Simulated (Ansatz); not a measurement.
System (SMILES): O=[SiH] (O-SiH), doublet.
Atoms: Si1, O2, H3. Bonds: Si1-O2, Si1-H3.

Basis-set convergence of the lowest harmonic wavenumber at MP2 with Ansatz (a program for electronic structure). Each level at its own minimum, finite differences of forces, unscaled; the reference is a large set that could be run, not a limit. Cartesian d functions, on some or all atoms, in 6-31G*, 6-311G**; all else is spherical. Cores are frozen. Core-valence sets carry the plain set on hydrogen. Open shells are unrestricted. No added dispersion term, no relativity. Reference: the value in def2-QZVPP, 723 cm⁻¹, itself unsure by roughly 1 cm⁻¹ (its mean distance from cc-pV(Q+d)Z, aug-cc-pV(T+d)Z, def2-TZVPPD). Deviations are taken from unrounded values.

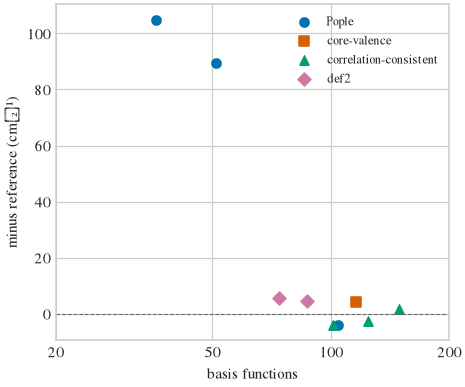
*Deviation from the reference against the number of basis functions, by family of sets.*

| basis | functions | lowest harmonic wavenumber (cm⁻¹) | minus reference (cm⁻¹) |
|---|---|---|---|
| 6-31G* | 36 | 828 | 105 |
| 6-311G** | 51 | 812 | 90 |
| def2-TZVP | 74 | 729 | 6 |
| def2-TZVPP | 87 | 727 | 4 |
| jun-cc-pV(T+d)Z | 101 | 719 | -4 |
| 6-311++G(3df,3pd) | 104 | 719 | -4 |
| cc-pCVTZ | 116 | 727 | 4 |
| aug-cc-pV(T+d)Z | 124 | 720 | -3 |
| cc-pV(Q+d)Z | 149 | 725 | 2 |
